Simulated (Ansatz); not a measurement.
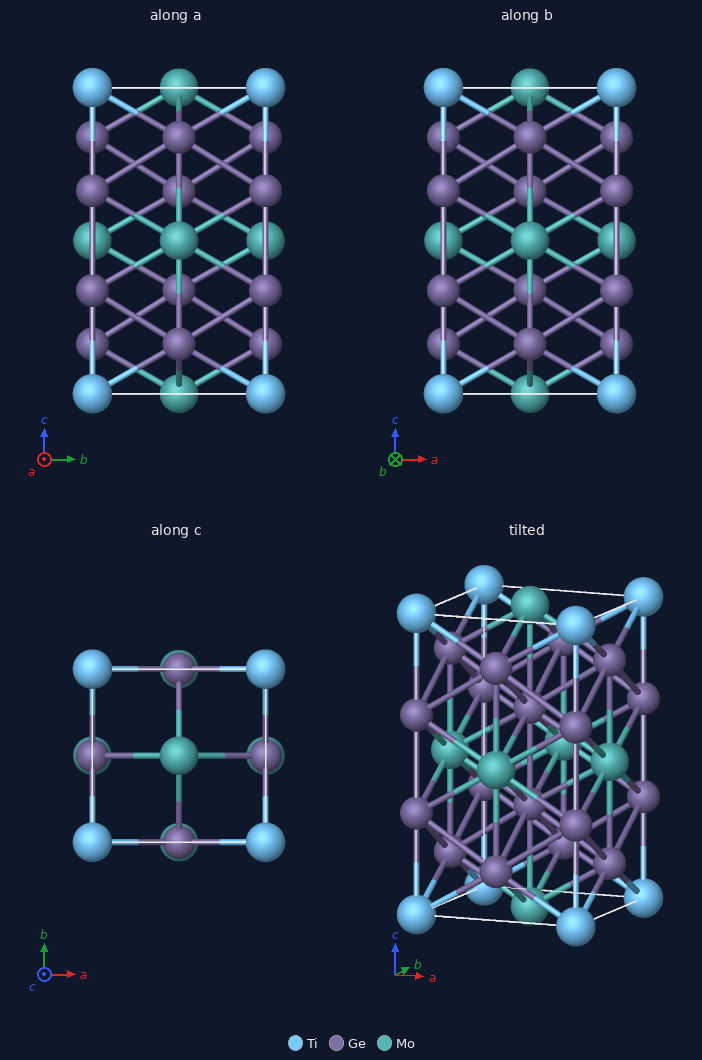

Structure drawing (ball-and-stick), viewed along the a axis, along the b axis, along the c axis and slightly off an axis. The edges of the conventional unit cell are marked.

Lattice parameters: a = 4.7287 Å, b = 4.7287 Å, c = 8.3607 Å, α = 90.000°, β = 90.000°, γ = 90.000°.

Set out the cell and atoms as a CIF with its space group and independent sites, with free fractional coordinates to two decimals.

```cif
data_structure
_symmetry_space_group_name_H-M 'P 4/m m m'
_symmetry_Int_Tables_number 123
_cell_length_a 4.7287
_cell_length_b 4.7287
_cell_length_c 8.3607
_cell_angle_alpha 90.000
_cell_angle_beta 90.000
_cell_angle_gamma 90.000
_cell_volume 186.95
loop_
_atom_site_label
_atom_site_type_symbol
_atom_site_symmetry_multiplicity
_atom_site_Wyckoff_symbol
_atom_site_fract_x
_atom_site_fract_y
_atom_site_fract_z
_atom_site_occupancy
Ti1 Ti 1 a 0.00 0.00 0.00 1
Ge1 Ge 2 g 0.00 0.00 0.66 1
Ge2 Ge 4 i 0.00 0.50 0.16 1
Ge3 Ge 2 h 0.50 0.50 0.66 1
Mo1 Mo 2 e 0.00 0.50 0.50 1
Mo2 Mo 1 c 0.50 0.50 0.00 1
```

The structure was taken from a structure type filled with these elements by a generator (whether the compound takes this form wasn't checked). Earlier steps of the study may have refined or changed the cell and positions. It was set up as input for a calculation with Ansatz.
